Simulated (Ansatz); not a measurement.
The figure comes from a scan of C (graphite type, space group P6_3/mmc): one C atom of a 4-atom cell moves by s along Cartesian z, with its periodic images. Calculation: r2SCAN+rVV10 (plane waves to 500 eV, PAW, scalar-relativistic; Ansatz, a program for electronic structure). k mesh 12×12×4 (Γ-centred), Fermi-Dirac smearing 0.05 eV. The energy includes the smearing's −TS. With partly filled bands, energies and forces of such displacements shift with the k mesh and the smearing. C was relaxed with its symmetry unable to fall. The zero of ΔE is the undisplaced structure.

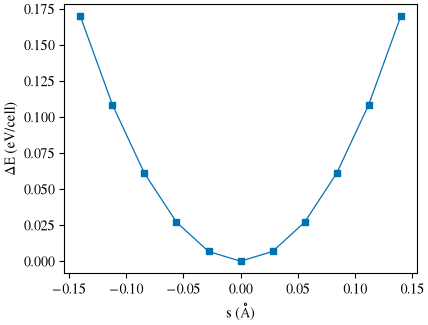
ΔE (eV/cell) against s (Å); markers are the computed points, lines only join them.

### Question
List the plotted points as numbers.

### Answer
To the nearest 0.005:

```
s (Å)   ΔE (eV/cell)
------  ------------
-0.140         0.170
-0.112         0.110
-0.084         0.060
-0.056         0.025
-0.028         0.005
0.000          0.000
0.028          0.005
0.056          0.025
0.084          0.060
0.112          0.110
0.140          0.170
```

(For displaced atoms, the force is minus the slope of the energy, and its curvature is a force constant, which sets phonon frequencies.)
